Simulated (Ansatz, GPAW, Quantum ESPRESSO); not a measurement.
**Na3AsBr6: valence-band photoemission**

What would valence photoemission of Na3AsBr6 look like, and what sets its shape?

Method: DFT, PBE, plane-wave PAW, default files, scalar-relativistic, in the first sound run; inputs show where later runs differ, in Ansatz 0.2.0, Quantum ESPRESSO 7.5 and GPAW 26.7.0.

## 1. The starting structure

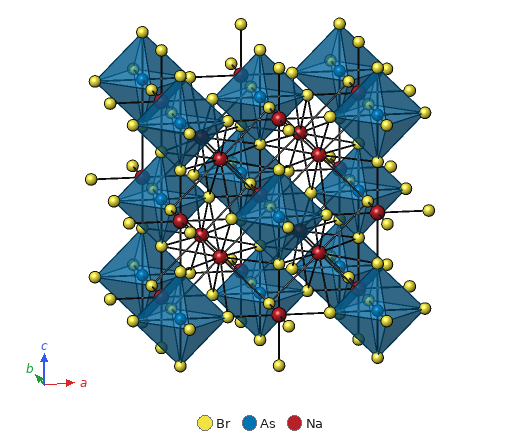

The cell as given, slightly off an axis (bromine yellow, arsenic blue, sodium red). This picture shows the conventional cell, with its axes. Some periodic images of atoms are drawn too.

## 2. Self-consistent run, DOS and bands

First the ground state, then the DOS by atom and shell, which the cross sections turn into spectra. The DOS is taken on a denser mesh than the density.

Input file input.yaml:

```yaml
crystal:
  lattice:
    - [0.0, 5.50764, 5.50764]
    - [5.50764, 0.0, 5.50764]
    - [5.50764, 5.50764, 0.0]
  atoms:
    - { symbol: Br, position: [0.759626, 0.759626, 0.240374] }
    - { symbol: Br, position: [0.759626, 0.240374, 0.759626] }
    - { symbol: Br, position: [0.240374, 0.759626, 0.240374] }
    - { symbol: Br, position: [0.240374, 0.759626, 0.759626] }
    - { symbol: Br, position: [0.240374, 0.240374, 0.759626] }
    - { symbol: Br, position: [0.759626, 0.240374, 0.240374] }
    - { symbol: As, position: [0.0, 0.0, 0.0] }
    - { symbol: Na, position: [0.5, 0.5, 0.5] }
    - { symbol: Na, position: [0.25, 0.25, 0.25] }
    - { symbol: Na, position: [0.75, 0.75, 0.75] }
kpoints:
  mp_grid: { grid: [4, 4, 4] }
  band_path:
    path:
      - [[0.0, 0.0, 0.0], [0.5, 0.0, 0.5], [0.625, 0.25, 0.625]]
      - [[0.375, 0.375, 0.75], [0.0, 0.0, 0.0], [0.5, 0.5, 0.5], [0.5, 0.25, 0.75], [0.5, 0.0, 0.5]]
    npoints: 15
scf:
  occupations: { method: fermi_dirac, width: 0.02 }
  n_extra_bands: 24
hamiltonian:
  xc: pbe
  pseudopotentials: { kind: paw }
output:
  forces: true
  stress: true
  dos:
    projected: true
    de: 0.05
    e_range: [-30, 12]
    nscf_kmesh: { grid: [6, 6, 6] }
  fatbands: true
  write_density: true
  write_potential: true
  elf: true
  volumetric_format: npy
```

Run with:

```console
$ ansatz run input.yaml --threads 4 --pin off --max-ram 8192MiB --backend cpu --events-out ev --progress --plain --runs-dir out
```

Then come: with spin–orbit coupling; with LDA; quantum ESPRESSO: self-consistent run; quantum ESPRESSO: denser mesh; projected DOS and spectra; quantum ESPRESSO: bands; the same cell in GPAW; GPAW with atomic orbitals; the programs side by side. Settings of the main run: cutoff 420 eV, 4×4×4 k-mesh, Fermi-Dirac occupations, smearing width 0.02 eV, photon energies (21.2, 40.8, 1486.7, 9251.7) eV, gaussian fwhm 0.1 eV, lorentzian fwhm at zero 0.05 eV, lorentzian slope 0.08 eV per eV, sample temperature 300 K, light unpolarised, analyser angle 54.7 deg from the beam (unpolarised) or the polarisation (linear), emission gaussian fwhm 0.5 eV, DOS k mesh 6×6×6, DOS method tetrahedron, paw.

What does the calculation give for the results at each level?

Na3AsBr6 is an insulator or semiconductor at the base level (gap 2.48 eV), and its valence spectrum changes with photon energy as the shells' cross sections do. At 21.2 eV the valence spectrum has its highest listed peaks within 10.8 eV at 0.3 eV (Br 4p), 0.7 eV (Br 4p), 1.1 eV (Br 4p), 1.9 eV (Br 4p) and 3.5 eV (Br 4p). At 1486.7 eV the valence spectrum has its highest listed peaks within 13 eV at 0.3 eV (Br 4p), 0.7 eV (Br 4p), 1.1 eV (Br 4p), 1.9 eV (Br 4p) and 3.5 eV (Br 4p).

| Item | Value |
| --- | --- |
| least gap on the mesh and the path | 2.48 eV |
| strongest listed peak within 13 eV of the zero, at 1486.7 eV | 0.7 eV binding, mostly Br 4p |
| strongest listed peak within 13 eV of the zero, at 21.2 eV | 0.7 eV binding, mostly Br 4p |
| PBE (60 s on 4 threads) | gap 2.48 eV, highest Al Kα peak within 13 eV at 0.7 eV (Br 4p) |
| spin–orbit (18 min on 4 threads) | gap 2.41 eV, highest Al Kα peak within 13 eV at 0.9 eV (Br 4p) |
| LDA (59 s on 4 threads) | gap 2.38 eV, highest Al Kα peak within 13 eV at 0.6 eV (Br 4p) |
| qe | gap 2.48 eV, highest Al Kα peak within 13 eV at 0.7 eV (Br 4p) |

The shell named is the one with most of the intensity, cross sections included, not always the one with most states there. In the main run, from 1486.7 eV towards hard X-rays the Br 4s share grows by 28 points, as its cross section falls more slowly with photon energy than those of the shells it gains on. With spin-orbit coupling on, the gap on the path moves from 2.48 to 2.41 eV. With LDA, the gap on the path moves from 2.48 to 2.38 eV. The plane-wave programs agree on the gap on the path to 0.01 eV. At 21.2 eV the area is led by Br 4p (98 %), at 9251.7 eV by Br 4s (55 %), a shell that the model's window at 21.2 eV leaves out. Kohn–Sham levels aren't quasiparticle energies, so peak positions are approximate. Each run has its own recipe for the spectra (widths, photon energies, in some runs the light), so peak heights and places can differ between runs for that reason too. The structure comes from a computed Materials Project entry, not from a measurement. Semilocal Kohn–Sham gaps are too small as a rule.

[Logs are printed without paths, hosts, clocks, repeated set-up lines and the standing remarks that a program may print on its own settings, such as how far it seeks lower states.]

[Hosts, paths, dates, database ids (printed as entryN), source tags and the programs' standing remarks are cut or masked in the printed files.]

[Maps of the electrostatic potential energy from Ansatz leave out the sawtooth potential of an applied field or a dipole correction, so their vacuum need not be flat; work functions include it.]

[Peak lists hold at most the 14 tallest peaks of each spectrum; further lines can be left out.]
